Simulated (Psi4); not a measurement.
**CH3NSn (Sn(CN)H3): levels of theory compared**

Aim: a comparison of 5 runs (HF/STO-3G, revSCAN/STO-3G, wB97X-3c/vDZP, PBE/def2-SVP, PBE0/def2-SVP) of CH3NSn (Sn(CN)H3). 

The calculation is run with Psi4 1.11.

8 further runs of the same task are left out: 2 that didn't finish, 6 set aside as unsound or not needed.

## 1. The structure to begin with

CH3NSn has 6 atoms, charge 0, and is taken as a singlet. As SMILES, `[H][Sn]([H])([H])[C]#N`. The shape comes from GFN2-xTB, which is rough for such elements, and wasn't checked as a minimum.

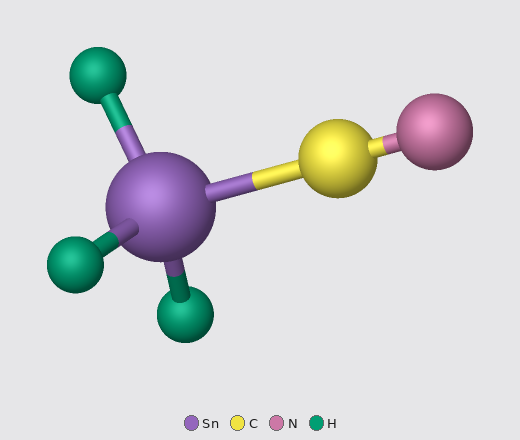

The structure, seen from a chosen angle (tin purple, carbon yellow, nitrogen pink, hydrogen teal).

## 2. Energy and forces at HF/STO-3G (run 1)

Input file job.in:

```
memory 1600 MB

molecule {
  0 1
  Sn    -0.010460    -0.006080    -0.642850
  C      0.020990     0.015810     1.442250
  N      0.043070     0.024080     2.584360
  H      1.562680    -0.004980    -1.151110
  H     -0.812930     1.354320    -1.132680
  H     -0.803360    -1.383140    -1.099970
  units angstrom
  symmetry c1
  no_reorient
  no_com
}

set globals {
  puream true
  e_convergence 1e-09
  d_convergence 1e-08
  scf_type pk
}

e_tot, wfn = gradient("scf/STO-3G", return_wfn=True)
print_variables()
```

Command:

```
$ psi4 -i job.in -o job.out -n 1
```

job.out:

```text
[...]
  Running in c1 symmetry.
[...]
  Nuclear repulsion =  207.457250170398538
[...]
  Multiplicity = 1
[...]
  Nalpha       = 33
  Nbeta        = 33
[...]
    Number of basis functions: 40
[...]
   @RHF iter   1: -6055.91403931211062   -3.86658e+00   1.50589e-02 ADIIS/DIIS
[...]
   @RHF iter   9: -6056.19869410241245   -5.45697e-12   9.45500e-09 DIIS
[...]
    Orbital Energies [Eh]
    ---------------------
    Doubly Occupied:
       1A   -1029.947338     2A   -153.578216     3A   -145.408030
       4A   -145.407798     5A   -145.407796     6A    -29.651130
       7A    -26.633683     8A    -26.632907     9A    -26.632904
      10A    -18.235769    11A    -18.235765    12A    -18.235480
      13A    -18.234502    14A    -18.234499    15A    -15.312536
      16A    -10.972061    17A     -4.851861    18A     -3.605150
      19A     -3.603045    20A     -3.603039    21A     -1.134517
      22A     -0.937634    23A     -0.932699    24A     -0.932690
      25A     -0.924080    26A     -0.924070    27A     -0.644653
      28A     -0.515329    29A     -0.434093    30A     -0.433961
      31A     -0.411174    32A     -0.385164    33A     -0.385131
[...]
  @RHF Final Energy: -6056.19869410241245
   => Energetics <=
    Nuclear Repulsion Energy =            207.4572501703985381
    One-Electron Energy =               -8784.4744794394209748
    Two-Electron Energy =                2520.8185351666093084
    Total Energy =                      -6056.1986941024133557
[...]
 Multipole Moments:
 ------------------------------------------------------------------------------------
     Multipole            Electronic (a.u.)      Nuclear  (a.u.)        Total (a.u.)
 ------------------------------------------------------------------------------------
 L = 1.  Multiply by 2.5417464519 to convert [e a0] to [Debye]
 Dipole X            :          0.2566380           -0.2819093           -0.0252713
 Dipole Y            :          0.1266926           -0.1405578           -0.0138652
 Dipole Z            :         15.0717956          -16.5960284           -1.5242327
 Magnitude           :                                                    1.5245053
[...]
  -Total Gradient:
     Atom            X                  Y                   Z
    ------   -----------------  -----------------  -----------------
       1        0.000141909125    -0.000162100186    -0.005123779947
       2        0.000790798108     0.000533210195     0.054964800678
       3       -0.000696482336    -0.000409843485    -0.043321414647
       4        0.007917835684     0.000061011052    -0.002266583535
       5       -0.004088390314     0.006962882509    -0.002268587436
       6       -0.004065670267    -0.006985160092    -0.001984435085
[...]
```

It took 2.7 s on 1 thread of Intel Xeon at 2.80GHz (Skylake/Cascade Lake), shared host; peak memory 0.19 GiB.

## 3. Energy and one-electron properties at revSCAN/STO-3G (ZORA) (run 2)

Input file ch3nsn.sdf:

```

     RDKit          3D

  6  5  0  0  0  0  0  0  0  0999 V2000
   -0.0105   -0.0061   -0.6429 Sn  0  0  0  0  0  4  0  0  0  0  0  0
    0.0210    0.0158    1.4423 C   0  0  0  0  0  0  0  0  0  0  0  0
    0.0431    0.0241    2.5844 N   0  0  0  0  0  0  0  0  0  0  0  0
    1.5627   -0.0050   -1.1511 H   0  0  0  0  0  0  0  0  0  0  0  0
   -0.8129    1.3543   -1.1327 H   0  0  0  0  0  0  0  0  0  0  0  0
   -0.8034   -1.3831   -1.1000 H   0  0  0  0  0  0  0  0  0  0  0  0
  2  1  1  0
  3  2  3  0
  4  1  1  0
  5  1  1  0
  6  1  1  0
M  END
$$$$
```

Input file run.py:

```python
import psi4
from rdkit import Chem

psi4.set_memory('1600 MB')
psi4.set_num_threads(1)
psi4.set_output_file('run.log', False)

rd = Chem.SDMolSupplier('ch3nsn.sdf', removeHs=False, sanitize=False)[0]
xyz = rd.GetConformer().GetPositions()
atoms = '\n'.join(f'{a.GetSymbol()} {x:.4f} {y:.4f} {z:.4f}' for a, (x, y, z) in zip(rd.GetAtoms(), xyz))
geom = psi4.geometry('0 1\n' + atoms + '\nsymmetry c1\nno_reorient\nno_com')

psi4.set_options(dict(basis='STO-3G', scf_type='pk', relativistic='zora'))

result, w = psi4.energy('revscan', molecule=geom, return_wfn=True)
psi4.oeprop(w, 'DIPOLE', 'QUADRUPOLE', 'MAYER_INDICES', 'LOWDIN_CHARGES', title='REVSCAN')
print(f'revscan energy: {result:.10f} Eh')
```

Command:

```
$ python run.py
```

run.log:

```text
[...]
  Running in c1 symmetry.
[...]
  Nuclear repulsion =  207.452600775325180
[...]
  Multiplicity = 1
[...]
  Nalpha       = 33
  Nbeta        = 33
[...]
    Number of basis functions: 40
[...]
   @RKS iter   1: -6242.27156819238280   -2.62075e+00   1.24421e-02 DIIS/ADIIS
[...]
   @RKS iter   8: -6242.46270029735297   -2.41744e-09   2.04152e-07 DIIS
[...]
    Orbital Energies [Eh]
    ---------------------
    Doubly Occupied:
       1A   -1077.364804     2A   -161.439483     3A   -145.869208
       4A   -145.869206     5A   -145.869172     6A    -30.809561
       7A    -25.713381     8A    -25.711993     9A    -25.711990
      10A    -17.038904    11A    -17.038212    12A    -17.038210
      13A    -17.037009    14A    -17.037005    15A    -13.943647
      16A     -9.815637    17A     -4.478388    18A     -3.060628
      19A     -3.057113    20A     -3.057091    21A     -0.826640
      22A     -0.585464    23A     -0.578041    24A     -0.578022
      25A     -0.560848    26A     -0.560823    27A     -0.453279
      28A     -0.334964    29A     -0.283305    30A     -0.283181
      31A     -0.241170    32A     -0.241132    33A     -0.207337
[...]
  @RKS Final Energy: -6242.46270029735297
   => Energetics <=
    Nuclear Repulsion Energy =            207.4526007753251804
    One-Electron Energy =               -8968.3453290298930369
    Two-Electron Energy =                2694.0359691877770274
    DFT Exchange-Correlation Energy =    -175.6059412305611147
    Empirical Dispersion Energy =           0.0000000000000000
    VV10 Nonlocal Energy =                  0.0000000000000000
    Total Energy =                      -6242.4627002973529670
[...]
 Multipole Moments:
 ------------------------------------------------------------------------------------
     Multipole            Electronic (a.u.)      Nuclear  (a.u.)        Total (a.u.)
 ------------------------------------------------------------------------------------
 L = 1.  Multiply by 2.5417464519 to convert [e a0] to [Debye]
 Dipole X            :          0.2610542           -0.2851597           -0.0241055
 Dipole Y            :          0.1295153           -0.1422964           -0.0127811
 Dipole Z            :         15.1160271          -16.5997322           -1.4837052
 Magnitude           :                                                    1.4839560
 L = 2.  Multiply by 1.3450342976 to convert [e a0^2] to [Debye ang]
 Quadrupole XX       :        -39.7763984           13.4609540          -26.3154444
 Quadrupole XY       :         -0.0557109            0.0532904           -0.0024205
[...]
```

Standard output:

```text
revscan energy: -6242.4627002974 Eh
```

It took 9.6 s on 1 thread of Intel Xeon at 2.80GHz (Skylake/Cascade Lake), shared host; peak memory 0.66 GiB.

Atomic charges (e):

| atom | Löwdin |
| --- | --- |
| Sn1 | +0.642 |
| C2 | -0.184 |
| N3 | -0.136 |
| H4 | -0.107 |
| H5 | -0.107 |
| H6 | -0.107 |

## 4. A single-point energy at wB97X-3c/vDZP (density fitting, core potential) (run 3)

Input file ch3nsn.py:

```python
import psi4

psi4.set_memory('1600 MB')
psi4.set_num_threads(1)
psi4.core.set_output_file('run.log', False)

mol = psi4.geometry("""
0 1
Sn    -0.010460    -0.006080    -0.642850
C      0.020990     0.015810     1.442250
N      0.043070     0.024080     2.584360
H      1.562680    -0.004980    -1.151110
H     -0.812930     1.354320    -1.132680
H     -0.803360    -1.383140    -1.099970
units angstrom
""")

psi4.set_options({
    'reference': 'rks',
    'orbital_optimizer_package': 'ooo',
})

energy_value, wavefunction = psi4.energy('wb97x-3c', molecule=mol, return_wfn=True)
print(f'total energy {energy_value:.8f} hartree = {energy_value * 27.211386:.5f} eV')
for k, v in sorted(psi4.core.scalar_variables().items()):
    print(f'{k:45s} {v:18.10f}')
```

Command:

```
$ python ch3nsn.py
```

run.log:

```text
[...]
    !!!  WARNING: ECP capability is in beta. Please check occupations closely.  !!!
[...]
  Running in c1 symmetry.
[...]
  Nuclear repulsion =   25.095221108435133
[...]
  Multiplicity = 1
[...]
  Nalpha       = 8
  Nbeta        = 8
[...]
    Number of basis functions: 54
[...]
   @DF-RKS iter   1:   -20.50878640349279   -2.05088e+01   1.30443e-02 ADIIS+DIIS
[...]
   @DF-RKS iter   8:   -20.77664401582968   -4.46910e-08   7.82920e-07 Converged
[...]
    Orbital Energies [Eh]
    ---------------------
    Doubly Occupied:
       1A     -1.038814     2A     -0.712016     3A     -0.555123
       4A     -0.483252     5A     -0.483164     6A     -0.467403
       7A     -0.446070     8A     -0.446032
[...]
  @DF-RKS Final Energy:   -20.78110349946818
   => Energetics <=
    Nuclear Repulsion Energy =             25.0952211084351333
    One-Electron Energy =                 -80.5592705856862779
    Two-Electron Energy =                  38.0545096629832500
    DFT Exchange-Correlation Energy =      -3.3671042015617840
    Empirical Dispersion Energy =          -0.0044594836385112
    VV10 Nonlocal Energy =                  0.0000000000000000
    Total Energy =                        -20.7811034994681876
[...]
 Multipole Moments:
 ------------------------------------------------------------------------------------
     Multipole            Electronic (a.u.)      Nuclear  (a.u.)        Total (a.u.)
 ------------------------------------------------------------------------------------
 L = 1.  Multiply by 2.5417464519 to convert [e a0] to [Debye]
 Dipole X            :         -0.5055055            0.4772514           -0.0282540
 Dipole Y            :         -0.3008688            0.2851429           -0.0157259
 Dipole Z            :        -31.2585517           29.5470871           -1.7114646
 Magnitude           :                                                    1.7117700
[...]
```

The script printed:

```text
total energy -20.78110350 hartree = -565.48263 eV
CURRENT ENERGY                                    -20.7811034995
CURRENT REFERENCE ENERGY                          -20.7811034995
DFT FUNCTIONAL TOTAL ENERGY                       -20.7766440158
DFT TOTAL ENERGY                                  -20.7811034995
DFT VV10 ENERGY                                     0.0000000000
DFT XC ENERGY                                      -3.3671042016
DISPERSION CORRECTION ENERGY                       -0.0044594836
GRID ELECTRONS ALPHA                                8.0000010867
GRID ELECTRONS BETA                                 8.0000010867
GRID ELECTRONS TOTAL                               16.0000021735
NUCLEAR REPULSION ENERGY                           25.0952211084
ONE-ELECTRON ENERGY                               -80.5592705857
SCF ITERATION ENERGY                              -20.7811034995
SCF ITERATIONS                                      8.0000000000
SCF TOTAL ENERGY                                  -20.7811034995
TWO-ELECTRON ENERGY                                38.0545096630
WB97X3C DISPERSION CORRECTION ENERGY               -0.0044594836
XC GRID RADIAL POINTS                              75.0000000000
XC GRID SPHERICAL POINTS                          302.0000000000
XC GRID TOTAL POINTS                           131043.0000000000
```

It took 6.6 s on 1 thread of Intel Xeon at 2.80GHz (Skylake/Cascade Lake), shared host; peak memory 0.42 GiB.

Run 4 isn't shown in full; the table further down has it.

## 5. Energy and gradient at PBE0/def2-SVP (core potential) (run 5)

Input file job.json:

```json
{
 "schema_name": "qcschema_input",
 "schema_version": 1,
 "molecule": {
  "schema_name": "qcschema_molecule",
  "schema_version": 2,
  "symbols": ["Sn", "C", "N", "H", "H", "H"],
  "geometry": [-0.01976654, -0.01148953, -1.21481044, 0.03966535, 0.02987657, 2.7254575, 0.0813905, 0.04550461, 4.88373261, 2.95303722, -0.00941084, -2.17528264, -1.53621506, 2.55929389, -2.14045499, -1.51813038, -2.61375579, -2.07864205],
  "molecular_charge": 0,
  "molecular_multiplicity": 1,
  "fix_symmetry": "c1",
  "fix_com": true,
  "fix_orientation": true
 },
 "driver": "gradient",
 "model": {
  "method": "pbe0",
  "basis": "def2-SVP"
 },
 "keywords": {
  "puream": true,
  "e_convergence": 1e-09,
  "d_convergence": 1e-08,
  "scf_type": "pk",
  "dft_radial_points": 99,
  "dft_spherical_points": 590,
  "scf_properties": ["DIPOLE", "MAYER_INDICES", "QUADRUPOLE"]
 }
}
```

Command:

```
$ psi4 --qcschema job.json -n 1 --memory 1600MB
```

stdout:

```text
[...]
    !!!  WARNING: ECP capability is in beta. Please check occupations closely.  !!!
[...]
  Running in c1 symmetry.
[...]
  Nuclear repulsion =  105.810920425261969
[...]
  Multiplicity = 1
[...]
  Nalpha       = 19
  Nbeta        = 19
[...]
    Number of basis functions: 69
[...]
   @RKS iter   1:  -308.60356219352605   -1.58803e+00   6.40991e-03 DIIS/ADIIS
[...]
   @RKS iter  10:  -308.72082811754137   -1.25056e-12   4.79431e-09 DIIS
[...]
    Orbital Energies [Eh]
    ---------------------
    Doubly Occupied:
       1A    -14.389825     2A    -10.255180     3A     -5.179399
       4A     -3.514175     5A     -3.510881     6A     -3.510876
       7A     -1.082501     8A     -1.078934     9A     -1.078928
      10A     -1.073534    11A     -1.073528    12A     -0.920867
      13A     -0.597611    14A     -0.446424    15A     -0.383431
      16A     -0.383341    17A     -0.362654    18A     -0.349635
      19A     -0.349599
[...]
  @RKS Final Energy:  -308.72082811754137
   => Energetics <=
    Nuclear Repulsion Energy =            105.8109204252619691
    One-Electron Energy =                -713.1686771907566254
    Two-Electron Energy =                 322.4915032265919308
    DFT Exchange-Correlation Energy =     -23.8545745786387009
    Empirical Dispersion Energy =           0.0000000000000000
    VV10 Nonlocal Energy =                  0.0000000000000000
    Total Energy =                       -308.7208281175413731
[...]
 Multipole Moments:
 ------------------------------------------------------------------------------------
     Multipole            Electronic (a.u.)      Nuclear  (a.u.)        Total (a.u.)
 ------------------------------------------------------------------------------------
 L = 1.  Multiply by 2.5417464519 to convert [e a0] to [Debye]
 Dipole X            :         -0.2970874            0.2715535           -0.0255339
 Dipole Y            :         -0.1957474            0.1811493           -0.0145981
 Dipole Z            :        -18.9818397           17.4186639           -1.5631758
 Magnitude           :                                                    1.5634525
 L = 2.  Multiply by 1.3450342976 to convert [e a0^2] to [Debye ang]
 Quadrupole XX       :        -40.9742779           13.4495121          -27.5247658
 Quadrupole XY       :         -0.0475576            0.0466380           -0.0009196
[...]
  -Total Gradient:
     Atom            X                  Y                   Z
    ------   -----------------  -----------------  -----------------
       1        0.000169285790    -0.000069536906     0.000227536050
       2        0.000586714558     0.000253445920     0.034356542361
       3       -0.000802319799    -0.000383221684    -0.045645253186
       4       -0.015052617547     0.000013503779     0.003931853174
       5        0.007600302105    -0.012900732224     0.003674692177
       6        0.007498768428     0.013086627275     0.003454356290
[...]
```

The result, in JSON:

```text
{
 "driver": "gradient",
 "model": {
  "method": "pbe0",
  "basis": "def2-SVP"
 },
 "success": true,
 "return_result": [0.00016928578953954754, -6.953690616816362e-05, 0.00022753604991184936, 0.0005867145578383817, 0.0002534459198906456, 0.03435654236135066, -0.0008023197994021306, -0.0003832216843946421, -0.045645253185666035, -0.015052617547149885, 1.3503778665313905e-05, 0.003931853173926983, 0.007600302105316828, -0.0129007322239309, 0.0036746921769412813, 0.007498768428069763, 0.013086627274741247, 0.003454356290137489],
 "properties": {
  "calcinfo_nbasis": 69,
  "calcinfo_nmo": 69,
  "calcinfo_nalpha": 19,
  "calcinfo_nbeta": 19,
  "calcinfo_natom": 6,
  "nuclear_repulsion_energy": 105.81092042526197,
  "return_energy": -308.7208281175414,
  "return_gradient": [0.00016928578953954754, -6.953690616816362e-05, 0.00022753604991184936, 0.0005867145578383817, 0.0002534459198906456, 0.03435654236135066, -0.0008023197994021306, -0.0003832216843946421, -0.045645253185666035, -0.015052617547149885, 1.3503778665313905e-05, 0.003931853173926983, 0.007600302105316828, -0.0129007322239309, 0.0036746921769412813, 0.007498768428069763, 0.013086627274741247, 0.003454356290137489],
  "scf_one_electron_energy": -713.1686771907566,
  "scf_two_electron_energy": 322.49150322659193,
  "scf_xc_energy": -23.8545745786387,
  "scf_dipole_moment": [-0.0255339407140055, -0.014598063111304738, -1.5631757809328022],
  "scf_total_energy": -308.7208281175414,
  "scf_total_gradient": [0.00016928578953954754, -6.953690616816362e-05, 0.00022753604991184936, 0.0005867145578383817, 0.0002534459198906456, 0.03435654236135066, -0.0008023197994021306, -0.0003832216843946421, -0.045645253185666035, -0.015052617547149885, 1.3503778665313905e-05, 0.003931853173926983, 0.007600302105316828, -0.0129007322239309, 0.0036746921769412813, 0.007498768428069763, 0.013086627274741247, 0.003454356290137489],
  "scf_iterations": 10
 }
}
```

It took 14 s on 1 thread of Intel Xeon at 2.80GHz (Skylake/Cascade Lake), shared host; peak memory 0.83 GiB.

## 6. The series

| run | level | task | SCF convergence threshold | energy (Eh) | dipole moment (D) | HOMO energy (eV) | LUMO energy (eV) | wall time |
| --- | --- | --- | --- | --- | --- | --- | --- | --- |
| 1 | HF/STO-3G | gradient | 1e-09 | -6056.198694 | 3.87 | -10.48 | 9.79 | 2.7 s |
| 2 | revSCAN/STO-3G (ZORA) | properties | – | -6242.462700 | 3.77 | -5.64 | 3.25 | 9.6 s |
| 3 | wB97X-3c/vDZP (density fitting, core potential) | energy | – | -20.781103 | 4.35 | -12.14 | 1.72 | 6.6 s |
| 4 | PBE/def2-SVP (core potential) | gradient | 1e-09 | -308.704656 | 3.80 | -8.03 | -0.94 | 14 s |
| 5 | PBE0/def2-SVP (core potential) | gradient | 1e-09 | -308.720828 | 3.97 | -9.51 | -0.04 | 14 s |

## 7. What came out

```
                       quantity          value
            run 5: total energy  -308.72083 Eh
           run 5: dipole moment         3.97 D
             run 5: HOMO energy       -9.51 eV
             run 5: LUMO energy       -0.04 eV
           run 5: HOMO–LUMO gap        9.48 eV
run 5: largest force on an atom     2.348 eV/Å
```

The dipole moment (its size) runs from 3.77 D (revSCAN/STO-3G) to 4.35 D (wB97X-3c/vDZP). The two ends differ in method and basis and Hamiltonian and core potential. The HOMO–LUMO gap runs from 7.09 eV (PBE/def2-SVP) to 20.27 eV (HF/STO-3G). The two ends differ in method and basis and core potential. Totals of different functionals can't be ranked against each other. Some runs of one species differ in core potentials or relativity; totals across that change don't compare. In runs 1, 2 the basis is minimal, so the values are rough. In run 1 relativity is left out where basis or elements ask for it. All runs together took 47 s, the longest 14 s.
